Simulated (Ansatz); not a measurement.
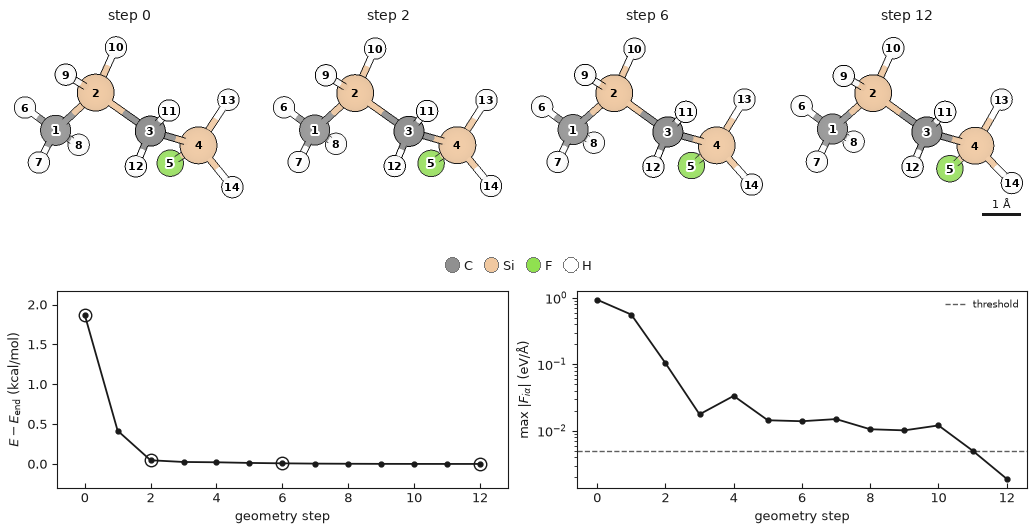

Frames of a relaxation of C₂H₉FSi₂, marked on the history of the run. A ball-and-stick model, seen from a free direction.

The start comes from PBE-D4/def2-SVP.

These are results of RKS PBE0-D4/def2-TZVP (Ansatz 0.2.0), not measurements.

The input:
```yaml
crystal:
  periodic: [false, false, false]
  atoms:
    - {symbol: C, position_ang: [-1.536281, 1.232727, 0.533884]}
    - {symbol: Si, position_ang: [-0.018181, 0.352527, 1.225828]}
    - {symbol: C, position_ang: [0.440824, -1.147667, 0.145564]}
    - {symbol: Si, position_ang: [1.126803, -0.711380, -1.541106]}
    - {symbol: F, position_ang: [0.190946, 0.476927, -2.205999]}
    - {symbol: H, position_ang: [-1.775599, 2.142341, 1.120254]}
    - {symbol: H, position_ang: [-2.421773, 0.565024, 0.558493]}
    - {symbol: H, position_ang: [-1.350346, 1.522465, -0.519269]}
    - {symbol: H, position_ang: [-0.271566, -0.116116, 2.636941]}
    - {symbol: H, position_ang: [1.162577, 1.290554, 1.262968]}
    - {symbol: H, position_ang: [1.211401, -1.751034, 0.675429]}
    - {symbol: H, position_ang: [-0.454858, -1.796107, 0.031652]}
    - {symbol: H, position_ang: [2.523583, -0.170278, -1.425344]}
    - {symbol: H, position_ang: [1.098770, -1.876083, -2.491893]}
basis:
  gaussian: {orbitals: def2-TZVP}
hamiltonian: {xc: pbe0, dispersion: d4}
relax: {f_tol: 0.005, max_steps: 150}
```

Launched with:
```bash
ansatz run in.yaml --threads 4 --pin off --events-out ev --progress --plain --max-ram 10444MiB
```

What happens along the run?

Answer. F5 moves most after the best rigid fit: 0.18 Å. By element the largest moves are F 0.18 Å, H 0.15 Å, C 0.04 Å, Si 0.02 Å. Among the contacts that change: Si4–F5 1.652 → 1.607 Å, Si2–C3 1.905 → 1.881 Å, C3–Si4 1.872 → 1.851 Å, C1–Si2 1.886 → 1.867 Å. Over 12 geometry steps the energy falls by 1.87 kcal/mol. Largest force component: 0.94 eV/Å at the start, 0.0019 eV/Å at the end. Cost: 58 s on 4 threads of Arm Neoverse V1, with other jobs on the host. From step 0 to 2: F5 moves most (0.06 Å), energy −1.83 kcal/mol. From step 2 to 6: H14 moves most (0.07 Å), energy −0.04 kcal/mol. From step 6 to 12: F5 moves most (0.09 Å), energy −0.01 kcal/mol.

| step | E − E(0), kcal/mol | largest force component, eV/Å |
| --- | --- | --- |
| 0 | 0.00 | 0.9392 |
| 1 | -1.46 | 0.5611 |
| 2 | -1.83 | 0.1045 |
| 3 | -1.85 | 0.0177 |
| 4 | -1.85 | 0.0335 |
| 5 | -1.86 | 0.0144 |
| 6 | -1.87 | 0.0139 |
| 7 | -1.87 | 0.0150 |
| 8 | -1.87 | 0.0105 |
| 9 | -1.87 | 0.0101 |
| 10 | -1.87 | 0.0120 |
| 11 | -1.87 | 0.0050 |
| 12 | -1.87 | 0.0019 |
